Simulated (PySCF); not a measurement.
**One shape, several levels: CH4Si (SMILES C=[SiH2])**

We compute a comparison of 6 runs (PBE/STO-3G, PBE0/STO-3G, r2SCAN/STO-3G, CCSDT(Q)/STO-3G, CISD/STO-3G, FCI/STO-3G) of CH4Si. 

The results are computed with PySCF 2.14.0.

### 1 The structure to begin with

CH4Si: 6 atoms, total charge 0, spin state singlet. SMILES: `C=[SiH2]`. The start is not the relaxed shape. At this shape the atoms don't form one bonded unit as the SMILES string has it.

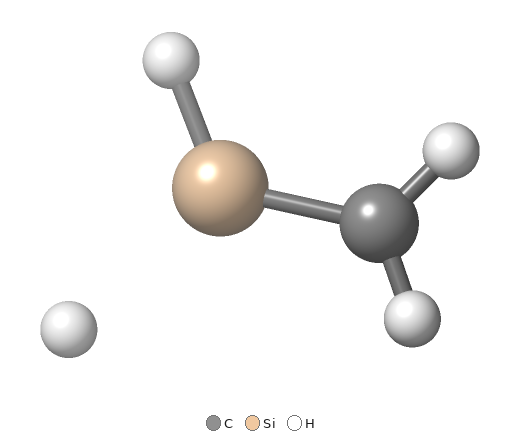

The structure, seen from a chosen angle (carbon grey, silicon light orange, hydrogen white).

### 2 The energy at PBE/STO-3G (run 1)

The input, calc.py:

```python
from pyscf import gto, dft

system = gto.Mole()
system.atom = [
    ('C', (-1.205966, -0.863364, 0.196656)),
    ('Si', (0.143994, 0.135556, 0.680016)),
    ('H', (-1.875786, -1.312814, 0.909886)),
    ('H', (-1.430196, -1.074364, -0.834984)),
    ('H', (0.485704, 0.449766, 2.062506)),
    ('H', (1.545870, 1.084200, -0.705300)),
]
system.max_memory = 1860
system.basis = 'sto-3g'
system.verbose = 3
system.build()

calc0 = dft.RKS(system)
calc0.xc = 'pbe'
calc0.grids.level = 5
calc0.conv_tol = 1e-10
calc0.kernel()
if not calc0.converged:
    calc0 = calc0.newton().run(calc0.mo_coeff, calc0.mo_occ)

etot = calc0.e_tot
print('E(%s) = %.9f' % ('PBE', etot))
```

The run is started by

```console
OMP_NUM_THREADS=1 python calc.py
```

Output:

```text
converged SCF energy = -325.755155269224
E(PBE) = -325.755155269
```

Run time: 4.2 s. Hardware: 1 thread of Intel Xeon Platinum 8488C (Sapphire Rapids), shared host; peak memory 0.2 GiB.

### 3 The energy at PBE0/STO-3G (run 2)

The input, mol.xyz:

```xyz
6

C     -1.205966    -0.863364     0.196656
Si     0.143994     0.135556     0.680016
H     -1.875786    -1.312814     0.909886
H     -1.430196    -1.074364    -0.834984
H      0.485704     0.449766     2.062506
H      1.545870     1.084200    -0.705300
```

The input, job.py:

```python
from pyscf import gto, dft

molecule = gto.M(
    atom='mol.xyz',
    spin=0,
    max_memory=1860,
    basis='sto-3g',
    charge=0,
    verbose=3,
)

calc0 = dft.RKS(molecule, xc='pbe0')
calc0.conv_tol = 1e-10
calc0.grids.level = 5
calc0.kernel()
if not calc0.converged:
    calc0 = calc0.newton().run(calc0.mo_coeff, calc0.mo_occ)

etot = calc0.e_tot
print('Final energy', etot)
```

The run is started by

```console
OMP_NUM_THREADS=1 python job.py
```

Output:

```text
converged SCF energy = -325.791656876537
Final energy -325.79165687653665
```

It took 4.2 s on 1 thread of Intel Xeon Platinum 8488C (Sapphire Rapids), shared host; peak memory 0.19 GiB.

Runs 3 to 5 aren't shown in full; the table further down has their settings and results.

### 4 A single-point energy at FCI/STO-3G (run 6)

The input, job.py:

```python
from pyscf import gto, scf, mcscf
from pyscf import fci

system = gto.M(
    atom='''
C     -2.278945    -1.631522     0.371626
Si     0.272109     0.256164     1.285044
H     -3.544722    -2.480859     1.719435
H     -2.702679    -2.030254    -1.577891
H      0.917848     0.849935     3.897571
H      2.921271     2.048841    -1.332824
''',
    unit='bohr',
    charge=0,
    verbose=3,
    max_memory=1860,
    spin=0,
    basis='sto-3g',
)

myscf = scf.RHF(system)
myscf.conv_tol = 1e-10
myscf.kernel()
if not myscf.converged:
    myscf = myscf.newton().run(myscf.mo_coeff, myscf.mo_occ)

cas = mcscf.CASCI(myscf, myscf.mo_coeff.shape[-1] - 6, (system.nelec[0] - 6, system.nelec[1] - 6))  # full CI above the frozen core
cas.fcisolver = fci.direct_spin0.FCI(system)  # even spin states alone
cas.kernel()
print('<S^2> = %.4f' % cas.fcisolver.spin_square(cas.ci, cas.ncas, cas.nelecas)[0])
energy = cas.e_tot
print(f'total energy: {energy:.8f} hartree')
```

The run is started by

```console
OMP_NUM_THREADS=1 python job.py
```

Output:

```text
converged SCF energy = -325.069987838424
CASCI E = -325.276405554458  E(CI) = -26.5750331903586  S^2 = 0.0000000
<S^2> = 0.0000
total energy: -325.27640555 hartree
```

Run time: 9.6 s. Hardware: 1 thread of Intel Xeon Platinum 8488C (Sapphire Rapids), shared host; peak memory 0.3 GiB.

### 5 Overview of the runs

| run | level | integration grid | frozen core orbitals | energy (Eh) | dipole moment (D) of the reference | HOMO energy (eV) | LUMO energy (eV) | wall time |
| --- | --- | --- | --- | --- | --- | --- | --- | --- |
| 1 | PBE/STO-3G | 5 | – | -325.755155 | 0.66 | -2.54 | 0.79 | 4.2 s |
| 2 | PBE0/STO-3G | 5 | – | -325.791657 | 0.73 | -3.55 | 1.80 | 4.2 s |
| 3 | r2SCAN/STO-3G | 5 | – | -325.920027 | 0.71 | -2.72 | 0.87 | 6.3 s |
| 4 | CCSDT(Q)/STO-3G | – | 6 | -325.276438 | 1.00 | -5.64 | 5.77 | 1.6 s |
| 5 | CISD/STO-3G | – | 6 | -325.247502 | 1.00 | -5.64 | 5.77 | 0.95 s |
| 6 | FCI/STO-3G | – | 6 | -325.276406 | 1.00 | -5.64 | 5.77 | 9.6 s |

### 6 Outcome

```
                                          quantity          value
                               run 6: total energy  -325.27641 Eh
       run 6: dipole moment (Hartree–Fock density)         1.00 D
        run 6: HOMO energy (Hartree–Fock orbitals)       -5.64 eV
        run 6: LUMO energy (Hartree–Fock orbitals)        5.77 eV
      run 6: HOMO–LUMO gap (Hartree–Fock orbitals)       11.40 eV
run 6: correlation energy (6 core orbitals frozen)     -206.4 mEh
```

What this shows: Against full CI in this basis: CCSDT(Q) -0.0 mEh; CISD +28.9 mEh. Among the runs that give it from their own density at one geometry, the dipole moment runs from 0.66 D (PBE/STO-3G) to 0.73 D (PBE0/STO-3G). Among the runs that give it from their own density at one geometry, the HOMO–LUMO gap runs from 3.33 eV (PBE/STO-3G) to 5.35 eV (PBE0/STO-3G). Totals of different functionals can't be ranked against each other. All runs together took 27 s, the longest 9.6 s.
